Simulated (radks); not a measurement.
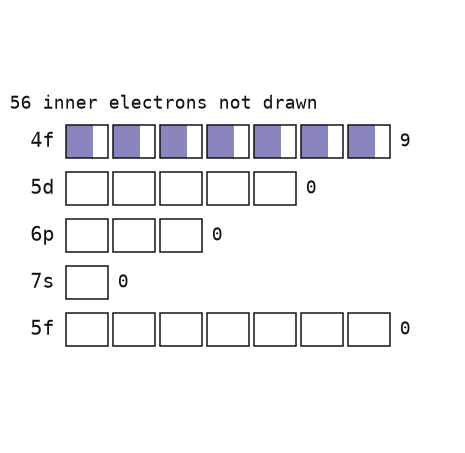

Figure 1. The outer shells as the input fills them: a box for each of the 2l + 1 orbitals, shaded by the share of the shell that is filled, with the electron count at the right.

**Atomic calculation for Tb**

System: Tb, configuration [Xe] 4f9 6s2 5d0 6p0 7s0 5f0.
Method: scalar-relativistic Kohn-Sham, TASK exchange with Perdew-Wang LDA correlation, spin-polarised, spherical densities, finite nucleus (radks).

## Input file
```
Z 65
configuration [Xe] 4f9 6s2 5d0 6p0 7s0 5f0
relativity scalar-relativistic
functional task,pw
spin polarised
nucleus finite rms 5.06 fm
c 137.035999084
```

Energies in input and log are in hartree, lengths in bohr (the nuclear radius in fm).

The run was one of a batch that the task file lists, launched with:
```bash
python <driver script> task.json out
```

## Log
```
1s      1   1.0000       -1908.50990547
2s      1   1.0000        -317.44674740
2p      1   3.0000        -282.04929000
3s      1   1.0000         -70.80512166
3p      1   3.0000         -59.84842045
3d      1   5.0000         -45.51671857
4s      1   1.0000         -14.30621307
4p      1   3.0000         -10.67563621
4d      1   5.0000          -5.66189183
4f      1   7.0000          -0.21257674
5s      1   1.0000          -1.94676363
5p      1   3.0000          -1.05190236
6s      1   1.0000          -0.15601573
5d      1   0.0000          -0.38995619
6p      1   0.0000          -0.18738084
7s      1   0.0000          -0.09318704
5f      1   0.0000          -0.03379505
1s      2   1.0000       -1908.50963712
2s      2   1.0000        -317.44588518
2p      2   3.0000        -282.04845221
3s      2   1.0000         -70.70093226
3p      2   3.0000         -59.74342550
3d      2   5.0000         -45.43528155
4s      2   1.0000         -14.08703531
4p      2   3.0000         -10.45516384
4d      2   5.0000          -5.43464788
4f      2   2.0000          -0.00135100
5s      2   1.0000          -1.82419586
5p      2   3.0000          -0.96436439
6s      2   1.0000          -0.14940966
5d      2   0.0000          -0.38995619
6p      2   0.0000          -0.18738084
7s      2   0.0000          -0.09318704
5f      2   0.0000          -0.03379505
Etot -11707.496313672254
Ekin 12598.860835935639
Encl -28616.75288192765
Eh 4564.791182251551
Exc -254.39544993179544
err 0.06295852646684641
it 115
```

## Outcome

| quantity | value |
| --- | --- |
| outcome | not converged |
| total energy | −11707.4963 hartree |
| kinetic energy | 12598.8608 hartree |
| electron–nucleus energy | −28616.7529 hartree |
| Hartree energy | 4564.7912 hartree |
| exchange–correlation energy | −254.395450 hartree |
| SCF iterations | 115 |
| hardware | 1 CPU thread, shared host |
| wall time | 2.6 s |

## What went wrong

The run did not meet its convergence test in 115 iterations, so its last values are not results.
